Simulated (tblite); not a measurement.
C4H7Si: frequency calculation

C4H7Si, multiplicity 2, computed with GFN2-xTB harmonic vibrations, gas phase (tblite 0.8.0).

It belongs to a series of runs on one base structure; here: H removed from Si.

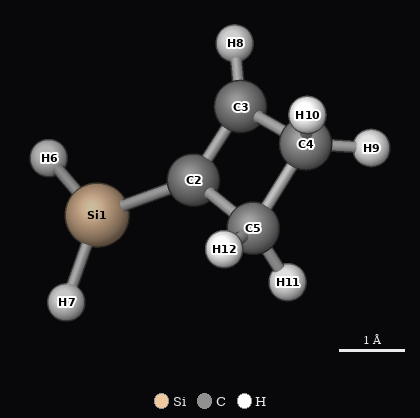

**Figure 1.** The structure as given in the input (ball-and-stick view, seen at a tilt; atoms are numbered from 1 in the order of the input).

Input:
```
{"job": {"kind": "ir", "xc": "GFN2-xTB", "basis": "xTB"}, "charge": 0, "multiplicity": 2}
Si     2.185577    -0.078443     0.661959
C      0.444066    -0.147782     0.156446
C     -0.515895    -1.103931     0.036153
C     -1.571970    -0.157804    -0.443994
C     -0.497352     0.946477    -0.318018
H      2.910398    -1.255698     1.089763
H      2.888221     1.188158     0.655062
H     -0.539170    -2.162595     0.216327
H     -1.934886    -0.330575    -1.458901
H     -2.431291    -0.036986     0.218257
H     -0.216920     1.420925    -1.257392
H     -0.719579     1.717569     0.418311
```

The first line tells a small driver script what to run in tblite; the rest is the geometry in Å.

Machine: 1 CPU thread, shared host.

Run as:
```bash
OMP_NUM_THREADS=1 python <driver script> task.json out
```

Log:
```
mode    cm-1     km/mol
  1     -67.4      0.44
  2     175.6      1.56
  3     201.4      0.02
  4     203.8      0.70
  5     359.5      0.61
  6     471.8     69.89
  7     535.9     10.13
  8     663.9     19.51
  9     744.9    167.56
 10     811.7      0.02
 11     910.2      2.12
 12     992.8      0.05
 13    1003.1      3.10
 14    1015.0      0.11
 15    1040.2      0.20
 16    1134.2      0.02
 17    1149.4      7.98
 18    1208.3      9.01
 19    1210.6      5.87
 20    1248.8      6.31
 21    1456.4      3.83
 22    1465.7      8.63
 23    1521.5     56.51
 24    2389.3     91.60
 25    2405.1    431.55
 26    2941.5     27.04
 27    2967.6    104.86
 28    2984.3     60.94
 29    2996.9     47.92
 30    3119.4     64.14
```

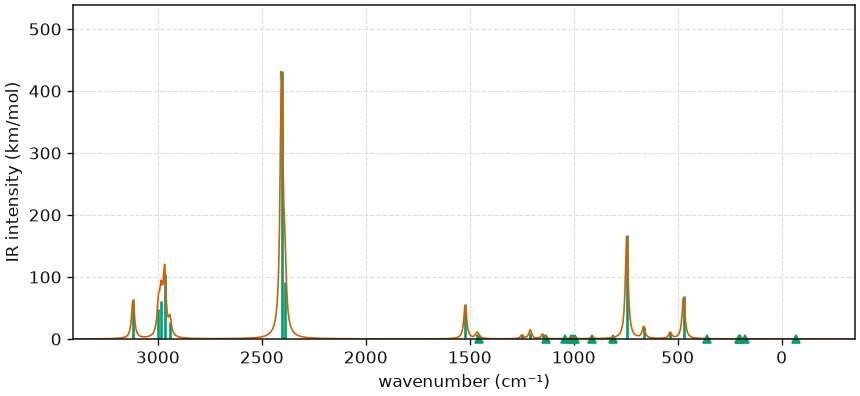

**Figure 2.** Harmonic infrared spectrum, unscaled: sticks (degenerate modes added up, dark ones marked on the axis) with a Lorentzian envelope of 16 cm⁻¹ full width, scaled to the tallest stick; imaginary modes are drawn at negative wavenumbers. 30 modes from 67i to 3119 cm⁻¹, 1 imaginary beyond 8i (67i cm⁻¹): not a clean minimum; so soft a mode can be a shallow saddle, an incomplete relaxation or noise of the force constants. The strongest line is at 2405 cm⁻¹ (432 km/mol).

Results in brief:

```csv
quantity,value
outcome,converged
total energy,−374.0499 eV
zero-point energy,56.2230 kcal/mol
peak memory,0.18 GiB
```
